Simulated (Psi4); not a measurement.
**M06-2X/cc-pVDZ run of C2H6B− (SMILES [BH3-]C=C)**

What is the vertical ionisation energy of C2H6B− at M06-2X/cc-pVDZ? 

Program for the calculation: Psi4 1.11.

### Step 1. The structure to begin with

C2H6B−: 9 atoms, total charge -1, spin state singlet. SMILES: `[BH3-]C=C`. The shape is that of a GFN2-xTB optimisation.

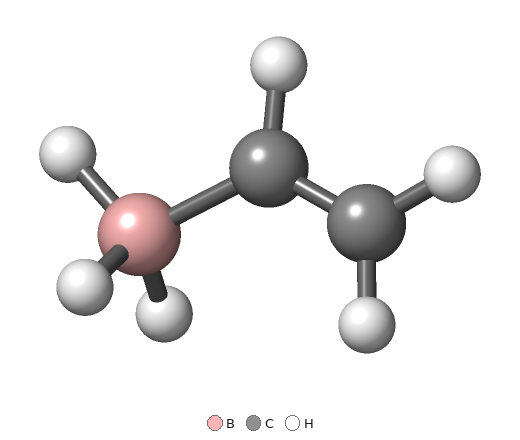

The structure, seen from a chosen angle (boron pink, carbon grey, hydrogen white).

### Step 2. The energy at M06-2X/cc-pVDZ

File input.inp:

```
memory 1600 mb

molecule system {
  -1 1
  B
  C 1 1.621288
  C 2 1.32495 1 127.37671
  H 1 1.226621 2 109.90299 3 -61.15809
  H 1 1.229583 4 108.88958 2 120.87627
  H 1 1.226576 4 108.78747 5 118.60259
  H 2 1.097595 3 115.11844 1 -179.8455
  H 3 1.08344 2 121.33473 7 179.99551
  H 3 1.094354 8 114.17279 2 179.92921
  units angstrom
  symmetry c1
}

set {
  basis cc-pVDZ
  puream true
  e_convergence 1e-09
  d_convergence 1e-08
  scf_type pk
  dft_radial_points 99
  dft_spherical_points 590
}

E, wfn = energy('m06-2x', return_wfn=True)
oeprop(wfn, 'WIBERG_LOWDIN_INDICES', 'DIPOLE', 'QUADRUPOLE')
```

Started as:

```bash
$ psi4 input.inp input.out -n 1
```

input.out:

```text
[...]
  Running in c1 symmetry.
[...]
  Nuclear repulsion =   62.573907730658220
[...]
  Multiplicity = 1
[...]
  Nalpha       = 12
  Nbeta        = 12
[...]
    Number of basis functions: 72
[...]
   @RKS iter   1:  -104.30051550796155   -4.94001e-01   9.08759e-03 ADIIS/DIIS
[...]
   @RKS iter  11:  -104.59619997091747   -3.56692e-12   3.62771e-09 DIIS
[...]
    Orbital Energies [Eh]
    ---------------------
    Doubly Occupied:
       1A    -10.338114     2A    -10.324688     3A     -6.748400
       4A     -0.644107     5A     -0.448190     6A     -0.346724
       7A     -0.302634     8A     -0.240623     9A     -0.160862
      10A     -0.129529    11A     -0.114309    12A     -0.086952
[...]
  @RKS Final Energy:  -104.59619997091747
   => Energetics <=
    Nuclear Repulsion Energy =             62.5739077306582203
    One-Electron Energy =                -267.7370392736588087
    Two-Electron Energy =                 108.9160056217450432
    DFT Exchange-Correlation Energy =      -8.3490740496619189
    Empirical Dispersion Energy =           0.0000000000000000
    VV10 Nonlocal Energy =                  0.0000000000000000
    Total Energy =                       -104.5961999709174677
[...]
 Multipole Moments:
 ------------------------------------------------------------------------------------
     Multipole            Electronic (a.u.)      Nuclear  (a.u.)        Total (a.u.)
 ------------------------------------------------------------------------------------
 L = 1.  Multiply by 2.5417464519 to convert [e a0] to [Debye]
 Dipole X            :         -0.0022708            0.0030159            0.0007451
 Dipole Y            :         -0.0470852           -0.2821912           -0.3292764
 Dipole Z            :          2.0784515           -0.2464661            1.8319854
 Magnitude           :                                                    1.8613419
 L = 2.  Multiply by 1.3450342976 to convert [e a0^2] to [Debye ang]
 Quadrupole XX       :        -27.5590027            7.1031507          -20.4558520
 Quadrupole XY       :         -0.0275040            0.0300040            0.0025000
[...]
```

Run time: 29 s. Hardware: 1 thread of Intel Xeon Platinum 8488C (Sapphire Rapids), shared host; peak memory 1.2 GiB.

### Step 3. Doublet neutral C2H6B: energy and forces at UM06-2X/cc-pVDZ

File job.in:

```
memory 1600 MB

molecule {
  0 2
  B     -0.629450     0.770260    -0.695580
  C      0.561290    -0.121590    -0.051130
  C      0.475920    -0.957440     0.973350
  H     -1.515350     0.037540    -1.123250
  H     -0.196360     1.453510    -1.621580
  H     -1.107230     1.511780     0.156690
  H      1.558120    -0.038670    -0.502980
  H     -0.460650    -1.116340     1.494340
  H      1.313720    -1.539040     1.370140
  units angstrom
  symmetry c1
}

set globals {
  basis cc-pVDZ
  reference uks
  puream true
  e_convergence 1e-09
  d_convergence 1e-08
  scf_type pk
  dft_radial_points 99
  dft_spherical_points 590
  maxiter 200
}

result, w = gradient("m06-2x", return_wfn=True)
oeprop(w, "MULLIKEN_CHARGES", "DIPOLE", "LOWDIN_CHARGES")
```

Started as:

```bash
$ psi4 job.in job.out -n 1
```

job.out (excerpt; [...] marks lines left out):

```text
[...]
  Running in c1 symmetry.
[...]
  Nuclear repulsion =   62.573911424317970
[...]
  Multiplicity = 2
[...]
  Nalpha       = 12
  Nbeta        = 11
[...]
    Number of basis functions: 72
[...]
   @UKS iter   1:  -104.32043688783062   -5.13922e-01   6.36822e-03 DIIS/ADIIS
[...]
   @UKS iter  17:  -104.46462302469058   -1.08997e-11   5.99522e-09 DIIS
[...]
   @S^2 Observed:                7.672251252E-01
[...]
  @UKS Final Energy:  -104.46462302469058
   => Energetics <=
    Nuclear Repulsion Energy =             62.5739114243179699
    One-Electron Energy =                -262.0218679028262727
    Two-Electron Energy =                 103.1779353623882400
    DFT Exchange-Correlation Energy =      -8.1946019085705153
    Empirical Dispersion Energy =           0.0000000000000000
    VV10 Nonlocal Energy =                  0.0000000000000000
    Total Energy =                       -104.4646230246905816
[...]
  -Total Gradient:
     Atom            X                  Y                   Z
    ------   -----------------  -----------------  -----------------
       1       -0.058256259790     0.004990393320     0.009127558902
       2        0.014738588007    -0.061130585417     0.068469977919
       3        0.005501542095     0.043138124234    -0.053502548639
       4        0.015582672368     0.005610316200    -0.008623570769
       5        0.002091220779     0.004168809045    -0.004249340860
       6        0.015086149399     0.004089499688    -0.010594169743
       7       -0.001233470621     0.000087871888     0.000448224825
       8        0.008754593726    -0.000107536801    -0.002827149180
       9       -0.002277746483    -0.000856714127     0.001760218859
[...]
 Multipole Moments:
 ------------------------------------------------------------------------------------
[...]
```

Wall time 66 s (1 thread of Intel Xeon Platinum 8488C (Sapphire Rapids), shared host); peak memory 1.1 GiB.

### Step 4. Outcome

Level: M06-2X/cc-pVDZ.

```
                                                             quantity          value
                                         singlet C2H6B−: total energy  -104.59620 Eh
                                          singlet C2H6B−: HOMO energy       -2.37 eV
                                          singlet C2H6B−: LUMO energy        6.97 eV
singlet C2H6B−: HOMO–LUMO gap (to an unbound level, set by the basis)        9.34 eV
                                  doublet neutral C2H6B: total energy  -104.46462 Eh
                                 doublet neutral C2H6B: dipole moment         3.60 D
            doublet neutral C2H6B: HOMO energy (highest over α and β)       -9.04 eV
             doublet neutral C2H6B: LUMO energy (lowest over α and β)       -4.70 eV
                                          doublet neutral C2H6B: ⟨S²⟩          0.767
                      doublet neutral C2H6B: largest force on an atom     4.780 eV/Å
                  vertical detachment energy (to the doublet neutral)       3.580 eV
```

The vertical ionisation energy comes to 3.58 eV (83 kcal/mol). The negative HOMO energy of the first species, 2.37 eV, lies 1.21 eV below that difference.
